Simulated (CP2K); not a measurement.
Band structure of Zr₂Sb₃Pd (P-4m2, 6 atoms in the cell).

```
Zr2Sb3Pd
1.0
    3.96126     0.00000     0.00000
    0.00000     3.96126     0.00000
    0.00000     0.00000     8.73892
Zr Sb Pd
2 3 1
Cartesian
  1.98063   0.00000   6.45972
  0.00000   1.98063   2.27920
  1.98063   0.00000   3.35374
  0.00000   1.98063   5.38518
  0.00000   0.00000   0.00000
  1.98063   1.98063   0.00000
```

Method of the run: PBEsol, GPW, DZVP-MOLOPT-SR-GTH basis, GTH-PBE potentials (GTH_POTENTIALS) (CP2K 2026.2).

Settings: CUTOFF = 500 Ry; REL_CUTOFF = 50 Ry; SMEAR/METHOD = GAUSSIAN; SIGMA = 0.136 eV; KPOINTS/SCHEME = MONKHORST-PACK 7 7 3; XC_FUNCTIONAL = PBE:PBESOL; Zr/BASIS_SET = DZVP-MOLOPT-SR-GTH-q12; Zr/POTENTIAL = GTH-PBE-q12; Sb/BASIS_SET = DZVP-MOLOPT-SR-GTH-q5; Sb/POTENTIAL = GTH-PBE-q5; Pd/BASIS_SET = DZVP-MOLOPT-SR-GTH-q18; Pd/POTENTIAL = GTH-PBE-q18; METHOD = GPW; EPS_DEFAULT = 1e-10.

The starting cell comes from a database of computed structures (which also holds hypothetical and non-ambient phases and stackings), without a prior relaxation at this level. Spin-orbit coupling is off. Spin polarisation is off. Values carry the incompleteness of an atom-centred basis. The potentials were made for another functional than the one used.

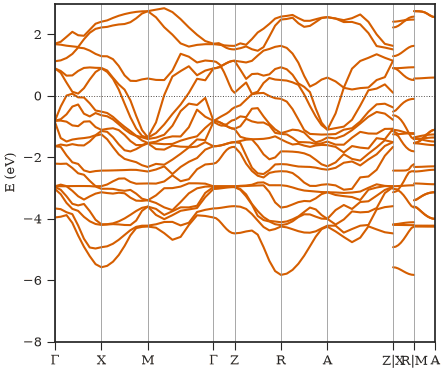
Figure. Bands along the path, energies from the Fermi level.

Levels in eV from the Fermi level, bands 25 to 30:
```csv
point,25,26,27,28,29,30
Γ,-0.85,-0.82,-0.82,-0.82,0.89,0.89
X,-1.15,-1.11,-0.64,-0.52,0.89,0.90
M,-1.55,-1.54,-1.54,-1.41,-1.37,-1.35
Z,-1.08,-1.08,-0.78,-0.38,0.10,1.14
R,-1.42,-1.24,-1.22,-0.10,0.51,0.93
A,-1.61,-1.49,-1.36,-1.26,-1.10,-1.10
```

Bands cross the Fermi level along this path, so the cell is metallic at this level.

Higher empty bands are left out: an atom-centred basis made for the valence describes them poorly.
